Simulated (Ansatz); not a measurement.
ZnSe (zinc blende): frozen-phonon scan

Relaxed ZnSe (zinc blende):

```
CELL_PARAMETERS angstrom
      0.00000     5.73301     5.73301
      2.86650     0.00000     2.86650
      2.86650     2.86650     0.00000
ATOMIC_POSITIONS crystal
  Se 0.37500 0.75000 0.75000
  Se 0.87500 0.75000 0.75000
  Zn 0.00000 0.00000 0.00000
  Zn 0.50000 0.00000 0.00000
```

A phonon eigenvector at L = (0.5, 0.0, 0.0) is frozen into this cell: atom i moves by Q times the vector below, so Q is the largest atomic displacement, in Å. The cell is held. It is one choice among 2 degenerate patterns. (q is in reciprocal vectors of the primitive cell; the cell shown is doubled to hold the pattern.)

```csv
atom,x,y,z
Se1,0.273,-0.498,0.771
Se2,-0.273,0.498,-0.771
Zn3,0.285,-0.520,0.805
Zn4,-0.285,0.520,-0.805
```

Level of theory: PBE (plane waves to 420 eV, PAW, scalar-relativistic; Ansatz, an electronic-structure program). k mesh 5×10×10 (Γ-centred), Fermi-Dirac smearing 0.05 eV. Energies are smeared free energies. ZnSe was relaxed with its symmetry unable to fall. The zero of ΔE is the undisplaced structure.

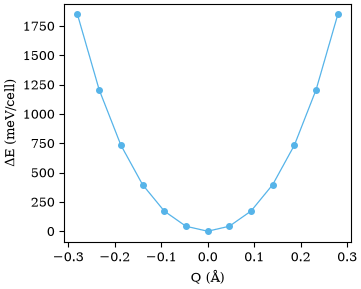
Figure. ΔE (meV/cell) against Q (Å); one marker a computed point.

The energy at Q = 0.280 Å is 1848 meV/cell. Symmetry of the curve: even: the same for both signs. Wavenumber by perturbation theory (DFPT, on another k mesh): 195 cm⁻¹. Shape of the curve: a single well with its minimum at or next to zero displacement. Harmonic wavenumber from the curvature (finite differences): 195 cm⁻¹.

E″ = 38.59 eV/Å², M = Σ mᵢ|uᵢ|² = 275.4 u, ν̃ = 521.5·√(|E″|/M).

(For displaced atoms, the force is minus the slope of the energy, and its curvature is a force constant, which sets phonon frequencies.)
